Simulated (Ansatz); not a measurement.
Lu under a change: x(Y) = 0.375, 8 atoms, Amm2

Start from Lu in the hcp (Mg type) structure (space group P6_3/mmc, No. 194; a = 3.507 Å, c = 5.462 Å).

The other end (x = 1) is Y in the hcp (Mg type) structure (space group P6_3/mmc, No. 194): 32.86 Å³/atom, gap zero.

Modification: a fraction x = 0.375 of the Lu sites is given to Y, ordered in a cell of 8 atoms (starting symmetry Amm2) and fully relaxed.

The values are results of Ansatz (an electronic-structure program), PBE, PAW, cutoff 420 eV, without spin-orbit coupling, not measurements. Γ-centred 9×8×8 mesh, Fermi–Dirac width 0.05 eV, for the changed cell.

The volume per atom increases by 1.44 Å³ to 30.53 Å³ and the density falls by 2.23 g/cm³ to 7.76 g/cm³. The shortest interatomic distance goes up by 0.038 Å, from 3.400 Å to 3.438 Å and the band gap is still zero. The mixing energy amounts to +0.01 eV/atom (to 0.01 eV only: unlike meshes or grids) and the deviation of the volume from the linear (Vegard-type) interpolation is +0.1 %.

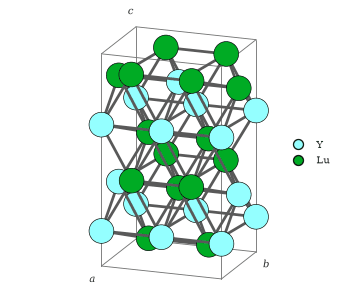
*The relaxed conventional cell after the change*

These are small ordered cells, not random alloys; other orderings at the same x differ. Stability against distortions was not tested. The final runs are not spin-polarised. Y3Lu5 has a high density of states at the Fermi level and may be magnetic at this level.
